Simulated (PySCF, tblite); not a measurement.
# C₄H₇N₃OSi: geometry, infrared bands and NMR shifts

Wanted: the infrared bands and NMR shifts of C₄H₇N₃OSi (`CC(=O)c1n[nH]nc1[SiH3]`), by calculation.

The runs use tblite 0.8.0 and PySCF 2.14.0, with density-fitted response routines of our own; the level of theory stands in each step. All values are computed, except where a source is named. Atoms count from 0, in the outputs and in this text.

## 1. The starting structure

16 atoms, charge 0, multiplicity 1; geometry from: force field or distance geometry start.

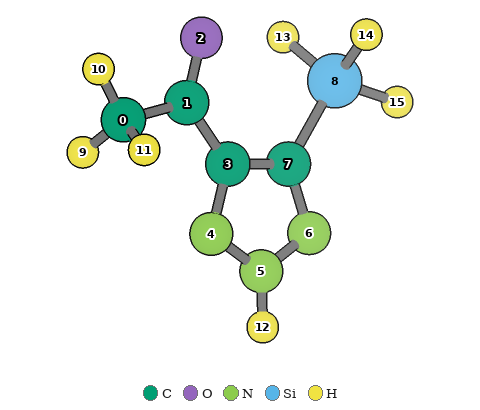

As it starts; carbon teal, oxygen purple, nitrogen green, silicon blue, hydrogen yellow, atoms numbered.

## 2. Optimising the geometry with GFN2-xTB

What the job is given:

```
{"job": {"kind": "relax", "xc": "GFN2-xTB", "basis": "xTB"}, "charge": 0, "multiplicity": 1}
C      2.504000     0.156300     0.877000
C      1.232600    -0.455800     0.308700
O      1.215500    -1.665400     0.052600
C      0.075400     0.420700     0.104700
N      0.117600     1.727300     0.418400
N     -1.120500     2.137400     0.078400
N     -1.969800     1.232800    -0.407900
C     -1.211900     0.122800    -0.384400
Si    -1.821100    -1.566600    -0.955500
H      2.858400     0.935500     0.207000
H      3.265800    -0.610600     0.972800
H      2.294700     0.574800     1.870100
H     -1.400400     3.111400     0.205600
H     -1.017400    -2.067300    -2.105000
H     -1.789000    -2.543700     0.155900
H     -3.241600    -1.500800    -1.409700
```

On the command line:

```console
$ OMP_NUM_THREADS=1 python probes_run.py task.json out
```

This one command runs all jobs of the session in turn.

Standard output:

```text
step      E/eV     max force
  0    -725.34561    2.705
  1    -725.49990    2.079
  2    -725.53657    0.933
  3    -725.55576    0.504
  4    -725.57015    0.335
  5    -725.58032    0.350
  6    -725.58933    0.261
  7    -725.59502    0.146
  8    -725.59833    0.157
  9    -725.60063    0.182
 10    -725.60375    0.183
 11    -725.60822    0.211
 12    -725.61226    0.136
 13    -725.61417    0.099
 14    -725.61480    0.051
 15    -725.61520    0.056
 16    -725.61570    0.059
 17    -725.61627    0.074
 18    -725.61702    0.086
 19    -725.61805    0.095
 20    -725.61935    0.115
 21    -725.62059    0.098
 22    -725.62151    0.072
 23    -725.62221    0.074
 24    -725.62299    0.091
 25    -725.62396    0.091
 26    -725.62489    0.065
 27    -725.62568    0.067
 28    -725.62645    0.063
 29    -725.62743    0.099
 30    -725.62859    0.103
 31    -725.62959    0.067
 32    -725.63022    0.058
 33    -725.63065    0.048
 34    -725.63102    0.051
 35    -725.63129    0.035
 36    -725.63146    0.034
 37    -725.63157    0.026
 38    -725.63165    0.027
 39    -725.63172    0.017
 40    -725.63177    0.015
 41    -725.63180    0.016
 42    -725.63184    0.022
 43    -725.63188    0.019
 44    -725.63192    0.013
 45    -725.63195    0.012
 46    -725.63197    0.011
 47    -725.63199    0.012
 48    -725.63201    0.011
 49    -725.63203    0.011
 50    -725.63205    0.010
```

Along the way: (not every step is listed)

| step | energy from step 0 (eV) | largest force (eV/Å) |
| --- | --- | --- |
| 0 | 0.0000 | 2.7052 |
| 1 | -0.1543 | 2.0792 |
| 2 | -0.1910 | 0.9331 |
| 3 | -0.2101 | 0.5045 |
| 4 | -0.2245 | 0.3349 |
| 5 | -0.2347 | 0.3504 |
| 6 | -0.2437 | 0.2607 |
| 7 | -0.2494 | 0.1458 |
| 8 | -0.2527 | 0.1574 |
| 11 | -0.2626 | 0.2110 |
| 14 | -0.2692 | 0.0511 |
| 17 | -0.2707 | 0.0737 |
| 20 | -0.2737 | 0.1146 |
| 23 | -0.2766 | 0.0743 |
| 26 | -0.2793 | 0.0651 |
| 29 | -0.2818 | 0.0990 |
| 32 | -0.2846 | 0.0581 |
| 35 | -0.2857 | 0.0350 |
| 38 | -0.2860 | 0.0268 |
| 41 | -0.2862 | 0.0162 |
| 44 | -0.2863 | 0.0130 |
| 45 | -0.2863 | 0.0116 |
| 46 | -0.2864 | 0.0109 |
| 47 | -0.2864 | 0.0117 |
| 48 | -0.2864 | 0.0109 |
| 49 | -0.2864 | 0.0110 |
| 50 | -0.2864 | 0.0097 |

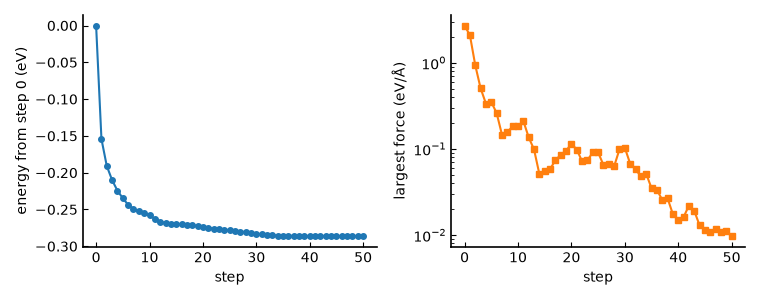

Energy and largest force along the relaxation.

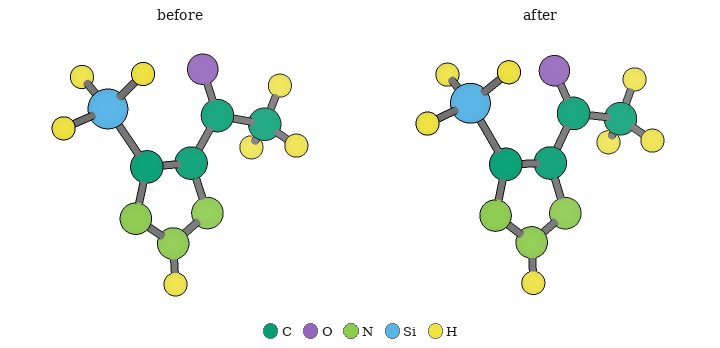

Before and after, at one scale.

Close pairs (by a distance rule), those that changed most:

| bond | before (Å) | after (Å) | change (Å) |
| --- | --- | --- | --- |
| N4–N5 | 1.348 | 1.308 | -0.040 |
| Si8–H13 | 1.489 | 1.459 | -0.031 |
| Si8–H15 | 1.493 | 1.467 | -0.026 |
| N6–C7 | 1.344 | 1.322 | -0.022 |
| Si8–H14 | 1.480 | 1.458 | -0.022 |
| C0–C1 | 1.521 | 1.500 | -0.021 |
| C1–O2 | 1.237 | 1.215 | -0.021 |
| N5–N6 | 1.333 | 1.320 | -0.013 |

The end geometry stands in the next job.

## 3. Vibrational analysis with GFN2-xTB

What the job is given:

```
{"job": {"kind": "ir", "xc": "GFN2-xTB", "basis": "xTB"}, "charge": 0, "multiplicity": 1}
C      2.440385     0.068721     0.839745
C      1.151907    -0.465568     0.288268
O      0.974375    -1.627163    -0.022451
C      0.064064     0.487004     0.125784
N      0.063747     1.788843     0.406194
N     -1.142763     2.175112     0.082180
N     -1.938961     1.234324    -0.389742
C     -1.210181     0.131132    -0.381291
Si    -1.691052    -1.601871    -0.918105
H      2.805975     0.861422     0.190299
H      3.177811    -0.725593     0.916008
H      2.256027     0.506776     1.818501
H     -1.444549     3.133888     0.185948
H     -0.830336    -1.981200    -2.032887
H     -1.599822    -2.475039     0.246568
H     -3.084227    -1.501845    -1.366430
```

Standard output:

```text
mode    cm-1     km/mol
  1      56.9      4.21
  2      89.9      0.21
  3     102.9     19.60
  4     156.3      0.34
  5     193.6      0.34
  6     218.0      0.64
  7     255.1      0.43
  8     367.9      5.33
  9     418.9      9.28
 10     521.2     28.33
 11     544.2      3.76
 12     571.7     54.22
 13     573.5     60.23
 14     617.6     25.28
 15     659.3     50.13
 16     689.6     45.06
 17     713.8     17.55
 18     742.1    164.70
 19     795.9    401.14
 20     808.7    148.64
 21     978.5     37.32
 22     983.6     24.51
 23     991.0     20.30
 24    1049.3     41.96
 25    1117.3     30.10
 26    1148.9     47.70
 27    1241.8     97.47
 28    1330.0     15.92
 29    1336.4     12.62
 30    1366.1     40.79
 31    1441.0     10.16
 32    1441.3     15.70
 33    1471.1     68.26
 34    1498.7    104.50
 35    1707.2    245.56
 36    2241.2    345.36
 37    2298.8    107.76
 38    2310.4    362.83
 39    3026.4      4.58
 40    3035.8      1.20
 41    3057.8     12.58
 42    3419.6     28.46
```

The strongest bands and the atoms that carry them (share of the mass-weighted mode):

| cm⁻¹ | km/mol | atoms |
| --- | --- | --- |
| 742 | 164.7 | H13 47 %, H14 47 % |
| 796 | 401.1 | H15 35 %, H13 28 %, H14 27 % |
| 809 | 148.6 | H15 52 %, H14 23 %, H13 22 % |
| 1499 | 104.5 | C3 43 %, C7 24 %, N4 16 %, N6 12 % |
| 1707 | 245.6 | C1 62 %, O2 36 % |
| 2241 | 345.4 | H15 96 % |
| 2299 | 107.8 | H13 52 %, H14 46 % |
| 2310 | 362.8 | H14 51 %, H13 45 % |

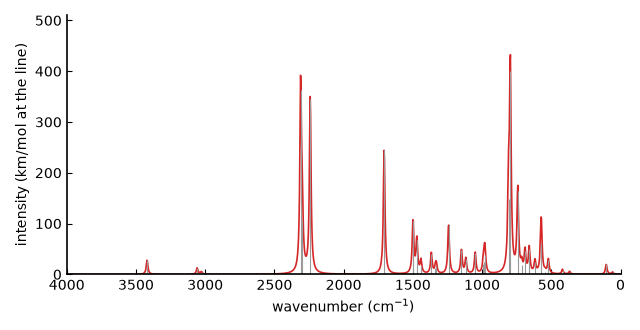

The infrared spectrum from these modes, unscaled. Lines are broadened to a width of 14 cm⁻¹ (Lorentzian).

## 4. Nuclear shieldings: PBE0/pcSseg-1

Settings changed since step 3:

```diff
@@ -1,2 +1,2 @@
-{"job": {"kind": "ir", "xc": "GFN2-xTB", "basis": "xTB"}, "charge": 0, "multiplicity": 1}
+{"job": {"kind": "nmr", "xc": "PBE0", "basis": "pcSseg-1"}, "charge": 0, "multiplicity": 1}
 C      2.440385     0.068721     0.839745
```

Method: GIAO PBE0/pcSseg-1 NMR shielding, non-relativistic, gas phase.

Standard output:

```text
coarse grid: 14584 points
cycle   1  E = -684.7374940274  dE =  1.739e+00  |g| = 8.695e-01  |ddm| = 3.883e+00
cycle   2  E = -684.1780774178  dE =  5.594e-01  |g| = 1.852e+00  |ddm| = 3.061e+00
cycle   3  E = -684.8902113624  dE = -7.121e-01  |g| = 1.880e-01  |ddm| = 2.437e+00
cycle   4  E = -684.8949834094  dE = -4.772e-03  |g| = 1.244e-01  |ddm| = 2.545e-01
cycle   5  E = -684.8977821110  dE = -2.799e-03  |g| = 3.874e-02  |ddm| = 1.069e-01
cycle   6  E = -684.8980817666  dE = -2.997e-04  |g| = 1.147e-02  |ddm| = 3.714e-02
cycle   7  E = -684.8981070041  dE = -2.524e-05  |g| = 3.848e-03  |ddm| = 1.068e-02
cycle   8  E = -684.8981100659  dE = -3.062e-06  |g| = 9.831e-04  |ddm| = 3.520e-03
final grid: 138552 points
cycle   9  E = -684.9552783409  dE = -1.622e-05  |g| = 1.241e-02  |ddm| = 3.426e-02
cycle  10  E = -684.9551924574  dE =  8.588e-05  |g| = 2.445e-02  |ddm| = 3.121e-02
cycle  11  E = -684.9553079149  dE = -1.155e-04  |g| = 2.260e-03  |ddm| = 2.298e-02
cycle  12  E = -684.9553089756  dE = -1.061e-06  |g| = 4.038e-04  |ddm| = 2.300e-03
cycle  13  E = -684.9553090008  dE = -2.520e-08  |g| = 2.428e-04  |ddm| = 5.656e-04
cycle  14  E = -684.9553090136  dE = -1.289e-08  |g| = 4.288e-05  |ddm| = 2.302e-04
cycle  15  E = -684.9553090140  dE = -3.604e-10  |g| = 1.580e-05  |ddm| = 5.008e-05
converged SCF energy = -684.9553090140

GIAO shielding tensors (ppm)
atom      isotropic    diamagn.    paramagn.     s11        s22        s33       span
  0 C      157.632     251.795     -94.163    138.760    143.889    190.246     51.486
  1 C      -13.045     246.762    -259.807   -105.680    -36.685    103.231    208.911
  2 O     -301.759     403.634    -705.393   -857.115   -378.769    330.606   1187.721
  3 C       29.033     257.791    -228.757    -42.828     24.038    105.889    148.717
  4 N      -99.092     329.662    -428.754   -368.604   -120.771    192.099    560.703
  5 N       -3.388     328.746    -332.134   -131.111     47.769     73.179    204.289
  6 N     -111.083     327.444    -438.527   -365.481   -138.619    170.851    536.332
  7 C       35.562     253.168    -217.606    -33.859     -5.817    146.362    180.221
  8 Si     432.809     879.630    -446.821    423.282    427.268    447.877     24.595
  9 H       28.691      29.245      -0.553     25.102     28.594     32.378      7.277
 10 H       29.377      28.145       1.232     25.562     27.968     34.601      9.039
 11 H       28.697      29.242      -0.546     25.115     28.585     32.389      7.274
 12 H       20.459      32.491     -12.032     14.600     22.918     23.860      9.259
 13 H       27.013      29.060      -2.047     23.555     25.960     31.524      7.970
 14 H       27.013      29.062      -2.049     23.551     25.966     31.522      7.971
 15 H       27.164      27.965      -0.801     22.992     26.082     32.418      9.426
```

It took 1.7 min on 1 thread, shared host.

Shifts follow as δ = σ(reference) − σ, with reference shieldings (ppm) from runs at the same level and on the same kind of geometry: 1H TMS 31.72, 13C TMS 186.9, 29Si TMS 349.2, 15N NH3 267.7, 17O H2O 336.1. The references are single molecules in the gas phase, so shifts against H2O, NH3, PH3, H3PO4 or CFCl3 are not on the usual liquid scales and can be off by tens of ppm. Atoms listed in one row are averaged.

| atoms | environment | σ (ppm) | δ (ppm) | δ scaled to CDCl3 |
| --- | --- | --- | --- | --- |
| C1 | ketone carbonyl carbon | -13.0 | 200.0 | 193.3 |
| C3 | substituted aromatic carbon next to a ring nitrogen | 29.0 | 157.9 | 152.2 |
| C7 | substituted aromatic carbon next to a ring nitrogen | 35.6 | 151.4 | 145.8 |
| C0 | methyl carbon α to a carbonyl | 157.6 | 29.3 | 26.7 |
| H12 | hydrogen on a pyrrole-type ring nitrogen | 20.46 | 11.26 | – |
| H13, H14, H15 | hydrogen on a silicon bonded to C | 27.06 | 4.65 | – |
| H9, H10, H11 | hydrogen on a methyl carbon α to a carbonyl | 28.92 | 2.80 | 2.74 |
| O2 | ketone oxygen | -301.8 | 637.8 | – |
| N6 | pyridine-type nitrogen of an azole | -111.1 | 378.8 | – |
| N4 | pyridine-type nitrogen of an azole | -99.1 | 366.8 | – |
| N5 | pyrrole-type ring nitrogen | -3.4 | 271.1 | – |
| Si8 | silicon bonded to C, 3 H | 432.8 | -83.7 | – |

The scaled column applies a straight-line fit of computed shieldings to shifts measured in CDCl3 (root-mean-square error 0.16 ppm for H, 1.9 ppm for C).

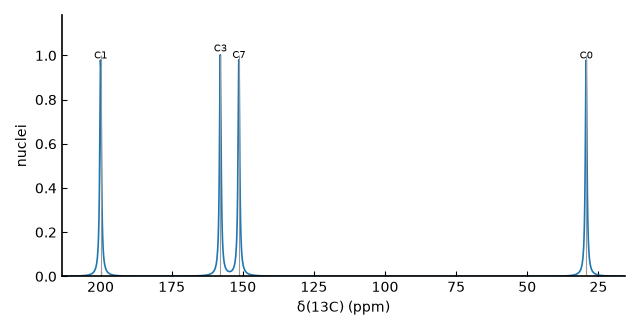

13C lines at the computed shifts, without couplings. Lines are broadened to a width of 0.68 ppm (Lorentzian).

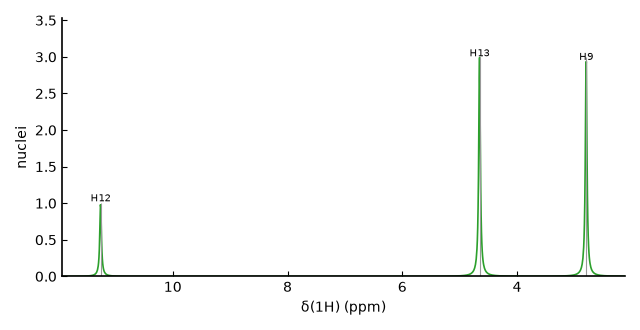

1H lines at the computed shifts, without couplings. Lines are broadened to a width of 0.03 ppm (Lorentzian).

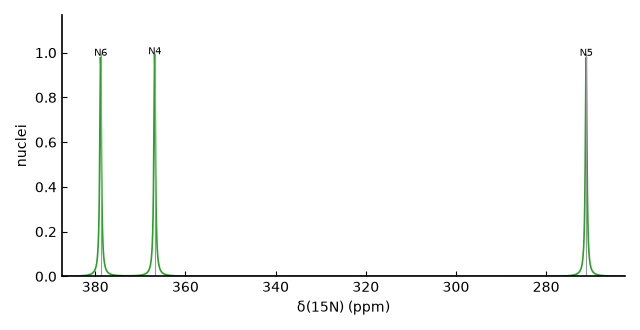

15N lines at the computed shifts, without couplings. Lines are broadened to a width of 0.43 ppm (Lorentzian).

Charges from the same density, by scheme (e):

| atoms | Mulliken | IAO | Hirshfeld | ESP fit |
| --- | --- | --- | --- | --- |
| C0 | -0.22 | -0.47 | -0.12 | -0.58 |
| C1 | 0.24 | 0.38 | 0.17 | 0.53 |
| O2 | -0.39 | -0.41 | -0.19 | -0.47 |
| C3 | 0.01 | -0.01 | 0.00 | 0.20 |
| N4 | -0.27 | -0.22 | -0.12 | -0.59 |
| N5 | -0.01 | 0.01 | 0.05 | 0.47 |
| N6 | -0.22 | -0.21 | -0.13 | -0.58 |
| C7 | -0.13 | -0.19 | -0.06 | 0.15 |
| Si8 | 0.58 | 0.63 | 0.30 | 0.41 |

IAO charges:

C0 -0.47; C1 0.38; O2 -0.41; C3 -0.01; N4 -0.22; N5 0.01; N6 -0.21; C7 -0.19; Si8 0.63; H9 0.17; H10 0.17; H11 0.17; H12 0.32; H13 -0.11; H14 -0.11; H15 -0.13

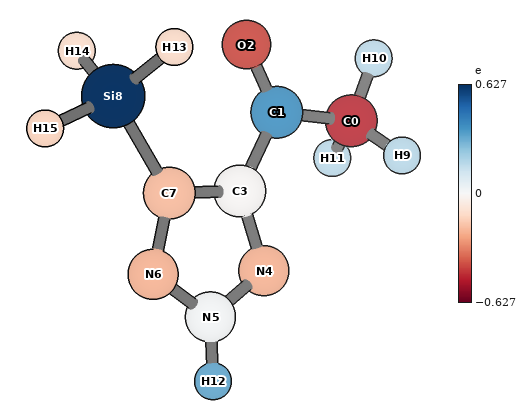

IAO charges, as colours on the atoms.

Mayer bond orders: C0–C1 1.03, C1–O2 1.91, C1–C3 0.94, C3–N4 1.44, N4–N5 1.29, N5–N6 1.23, N6–C7 1.50, C7–Si8 0.86, C7–C3 1.24.

Ring of atoms C3, N4, N5, N6, C7: NICS(0) -13.2, NICS(1) -13.6, NICS(1)zz -33.6 ppm (means of both faces).

## 5. What came out

| quantity | value |
| --- | --- |
| strongest single infrared mode (GFN2-xTB) | 796 cm⁻¹, 401 km/mol |
| zero-point energy (GFN2-xTB) | 68.0 kcal/mol |
| 13C shifts against TMS (PBE0/pcSseg-1) | 200.0, 157.9, 151.4, 29.3 ppm |
| 1H shifts against TMS (PBE0/pcSseg-1, means over atoms taken as alike) | 11.26, 4.65, 2.80 ppm |
| 17O shifts against H2O (PBE0/pcSseg-1) | 637.8 ppm |
| 15N shifts against NH3 (PBE0/pcSseg-1) | 378.8, 366.8, 271.1 ppm |
| 29Si shifts against TMS (PBE0/pcSseg-1) | -83.7 ppm |

**Reading.** Relaxing lowered the energy by 0.286 eV in 50 steps; the close pair that moved most is N4–N5, from 1.348 to 1.308 Å. All 42 modes are real, so the xTB geometry is a minimum. The strongest single mode, at 796 cm⁻¹, has its largest shares on H15, H13 and H14 (the list is cut at 3 atoms). GFN2-xTB is a fitted tight-binding method: band positions and strengths are rough. Its intensities can rank the bands wrongly. The most deshielded carbon is C1 (ketone carbonyl carbon), at 200.0 ppm: the double bond to the heteroatom, with no lone-pair donor beside it, deshields it most. At PBE0/pcSseg-1: The widest tensor belongs to O2: span 1188 ppm, with a paramagnetic part of -705 ppm. NICS(1)zz of -34 ppm above the planar ring from C3 marks a diatropic (aromatic) ring current.
